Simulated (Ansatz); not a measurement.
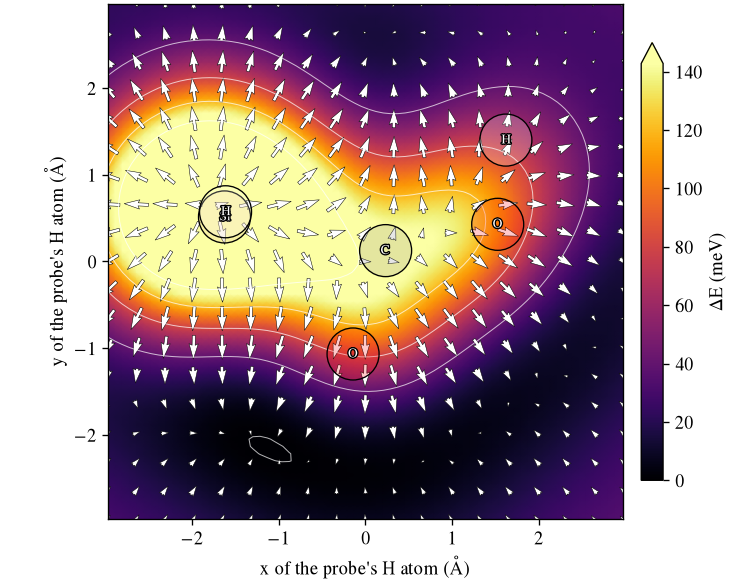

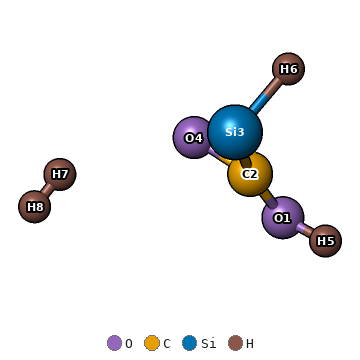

Energy landscape of CH₂O₂Si (SMILES OC1=[SiH]O1) with the probe H2. The probe is moved over a plane parallel to the molecule's main plane, 2.11 Å above it. Coordinates scanned: (1) x of the probe's H atom; (2) y of the probe's H atom. Nothing is relaxed (molecule and probe rigid, the probe upright with H nearest the plane). Grid: 19 × 19 points. Energies: meV, counted from the lowest grid point. All numbers below come from RKS PBE-D4/def2-SVPD (Ansatz 0.2.0).

The picture shows a smooth colour map with a few white contour lines, arrows along the force (downhill), their lengths compressed, labelled circles for the molecule's atoms, projected on the plane, one colour for all values above the top of the scale. Between grid points the surface is interpolated. The second picture is the structure at the lowest point.

**Summarise what can be read from the map.**

The lowest grid point is at x of the probe's H atom = −0.99 Å, y of the probe's H atom = −2.31 Å. The energy also falls towards the edge at x of the probe's H atom = −2.97 Å, y of the probe's H atom = 2.97 Å (23 meV above the lowest) and x of the probe's H atom = 2.97 Å, y of the probe's H atom = 1.98 Å (28 meV above the lowest), where a further well may lie outside the range. A higher local minimum lies near x of the probe's H atom = 0.00 Å, y of the probe's H atom = 2.64 Å (15 meV above the lowest at that grid point). The highest grid point, x of the probe's H atom = −1.65 Å, y of the probe's H atom = 0.66 Å, lies 290 meV above the lowest. Near the minimum the curvatures are about 0.0099 and 0.064 eV/Å² along the soft and the stiff direction.

Each point was launched as `ansatz run input.yaml --threads 1 --pin off --max-ram 2560MiB --backend cpu --events-out ev --progress --plain --runs-dir out`. The whole map (361 points run) took 35 min on 1 thread of Arm Neoverse N1 (shared host).
